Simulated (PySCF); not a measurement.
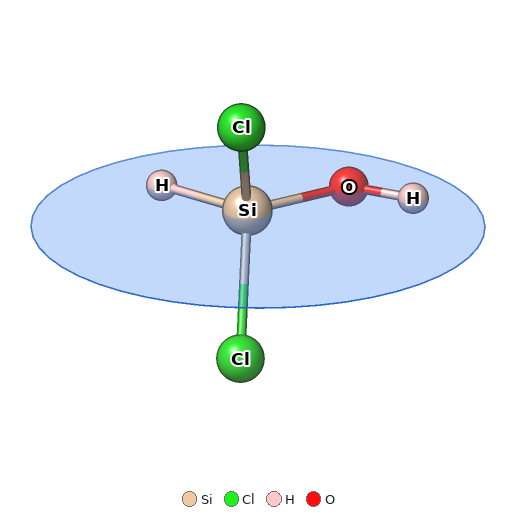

All proper rotation axes (lines) and mirror planes (discs) of the structure are drawn in. Atoms fade into the background with distance from the viewer. The geometry was computed by an optimisation with PBE0-D4/def2-TZVP. No frequency run is at hand to confirm it as a minimum.

### Name the symmetry elements and the point group.

It has 1 mirror plane. Point group Cs. The group has 2 operations. The geometry is achiral, and symmetry allows a dipole moment.
